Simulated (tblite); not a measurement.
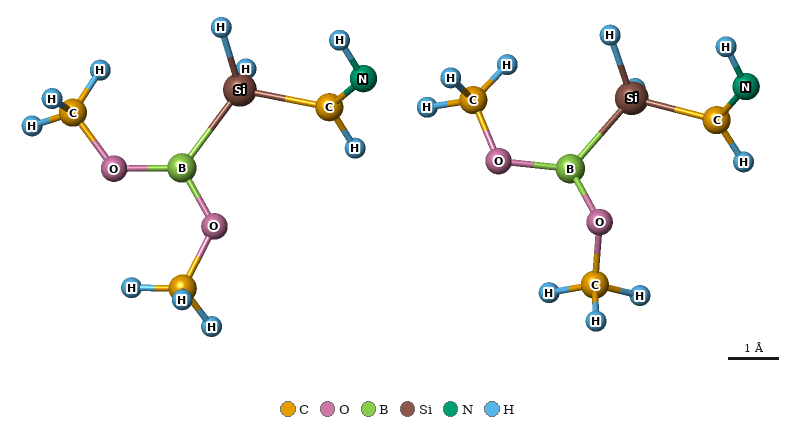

Two geometries of C$_{3}$H$_{10}$BNO$_{2}$Si, drawn at one scale. One is the start of a relaxation, the other its converged end. The picture is a ball-and-stick view, seen at a tilt.

Computed with tblite, GFN2-xTB geometry optimisation, gas phase. 

Q: Which of the two is the end point?

A: The left one is the relaxed one. The energy falls by 32.4 kcal/mol in 92 geometry steps. The atom that moves furthest after the best rigid fit is an H atom (0.89 Å). By element the largest moves are H 0.89 Å, O 0.81 Å, N 0.33 Å, C 0.33 Å, Si 0.21 Å, B 0.21 Å. Among the contacts that change: B–O 1.462 → 1.349 Å, B–O 1.449 → 1.359 Å, C–Si 1.847 → 1.906 Å, C–H 1.139 → 1.092 Å. Among the angles between lasting bonds that change: C–N–H 124.8° → 114.5°, B–O–C 114.5° → 124.3°, C–O–B 116.5° → 125.2°. Groups turn about B–O by about 70°, C–O by about 55°.
